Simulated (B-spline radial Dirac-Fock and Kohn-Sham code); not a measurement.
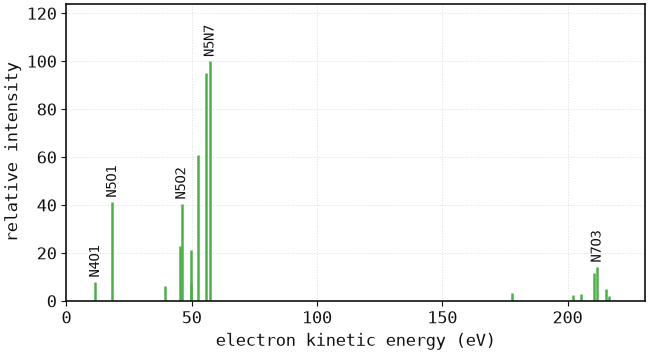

Figure. Auger and Coster–Kronig groups that fill an N3 (4p3/2) hole, as sticks. Kinetic energies count from the vacuum level; very weak lines are left out. The figure is for Dy⁴⁺, configuration [Xe] 4f8. Computed with a B-spline radial atomic code: independent-particle Coulomb rates on relativistic LDA orbitals, configuration-average energies from Dirac–Fock. Widths ruled by Coster–Kronig decay come out up to twice the measured ones in this model.

What can be read from it?

The strongest group is N3-N5N7 at 57.31 eV (22 % of the non-radiative width), followed by N3-N5N6 at 55.56 eV (21 %), N3-N5O3 at 52.36 eV (14 %), N3-N5O1 at 18.33 eV (9.2 %). The lines shown span 11.54 eV to 216.6 eV.
